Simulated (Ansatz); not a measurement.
Input file:

```
crystal:
  periodic: [false, false, false]
  atoms:
    - {symbol: C, position_ang: [-0.114501, 0.391073, -1.456824]}
    - {symbol: F, position_ang: [-0.200074, 1.723909, -1.811970]}
    - {symbol: O, position_ang: [1.142750, -0.104123, -1.631893]}
    - {symbol: S, position_ang: [-0.684218, 0.389028, 0.331238]}
    - {symbol: S, position_ang: [-0.789545, -1.659349, 0.687673]}
    - {symbol: H, position_ang: [1.732588, 0.366020, -1.005220]}
    - {symbol: H, position_ang: [-0.812338, -0.212234, -2.074136]}
    - {symbol: H, position_ang: [0.533918, -1.890148, 0.953250]}
basis:
  gaussian: {orbitals: def2-TZVPD}
hamiltonian: {xc: {name: PBE0}}
output: {forces: true, orbitals: {seedname: orbitals}}
```

Launched as:

```sh
ansatz run input.yaml --threads 1 --pin off --max-ram 2610MiB --events-out events.jsonl --progress --plain --runs-dir runs
```

Geometry: PBE-D3(BJ)/def2-SVP.

The calculation used isolated molecule in a Gaussian basis; Kohn-Sham density functional theory, functional PBE0 (Ansatz).

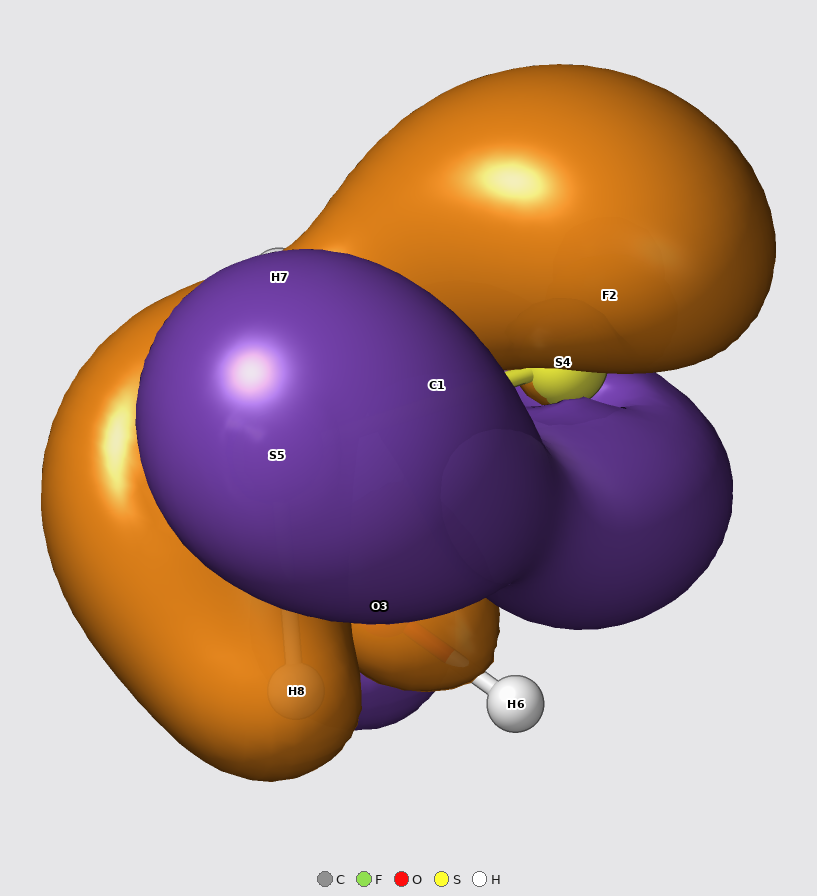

CH$_{3}$FOS$_{2}$. The HOMO−1 at ±0.1 Å⁻³ᐟ² (orange and purple are the two phases), seen at an oblique angle.

**Describe this orbital and give its energy.**

It lies mainly on S5 (about 40 %), S4 (about 40 %) and O3 (about 5 %); π-antibonding (π*) across S5–S4. Its energy is −7.82 eV.
